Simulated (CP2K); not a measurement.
Consider trichlorofluoromethane at its PBE geometry (Å).

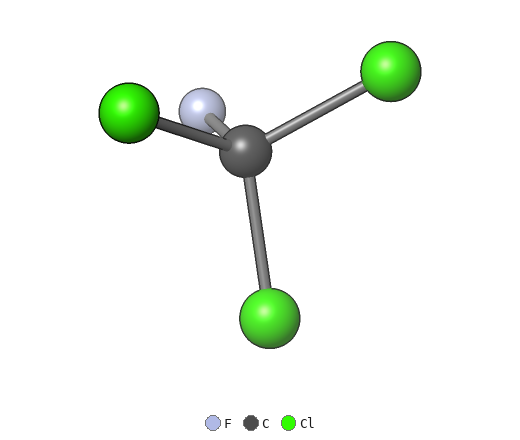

The molecule (fluorine light blue, carbon dark grey, chlorine green).

```xyz
5

F     0.0083   -0.0350    1.4261
C     0.0000   -0.0011    0.0620
Cl    1.5229   -0.7112   -0.5227
Cl   -1.3925   -0.9481   -0.5117
Cl   -0.1386    1.6954   -0.4538
```

Method: CP2K XAS_TDP, all-electron GAPW, PBEh(45%), aug-pc-1, TDA, no relativity.

Where do the C K-edge lines lie, and how strong are they?

Leading lines: C2 287.65 eV. The leading line of an atom is its first one with 35 % of the strongest within 2.5 eV of its lowest line over the strength cut. 

The first six lines of each atom with a strength over 0.0015:

| atom | energy (eV) | states | strength, one atom |
| --- | --- | --- | --- |
| C2 (bonded to 3 Cl and F) | 287.51 | 1 | 0.0418 |
|  | 287.65 | 2 | 0.1727 |
|  | 289.94 | 1 | 0.0371 |
|  | 294.35 | 2 | 0.0031 |
|  | 296.10 | 1 | 0.0103 |
|  | 296.49 | 2 | 0.0040 |

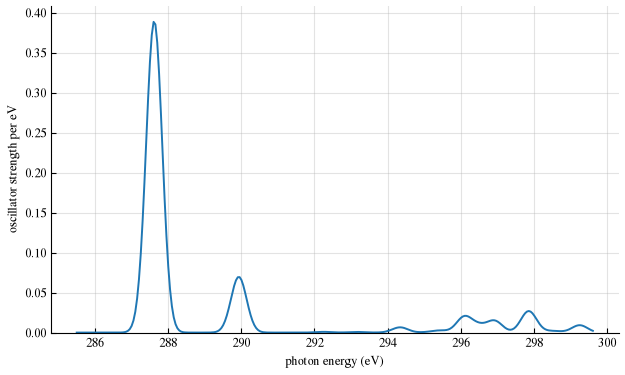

All atoms added, broadened by 0.5 eV.

Lines are vertical, at one geometry, with no vibrational structure. Without a correction of the core level, line positions, and the gaps between valence and Rydberg lines, follow the share of exact exchange. At this level such K lines come out 3 to 6 eV under measured ones. These values hold no scalar relativity, about 0.1 eV for C 1s. Rydberg lines, and the discretised continuum above threshold, depend on the basis and the box.

[Banner, clock and machine lines of the logs are left out without a mark of their own.]

[Logs are printed without paths, hosts, clocks, repeated set-up lines and the standing remarks that a program may print on its own settings, such as how far it seeks lower states.]

[Hosts, paths, dates, database ids (printed as entryN), source tags and the programs' standing remarks are cut or masked in the printed files.]
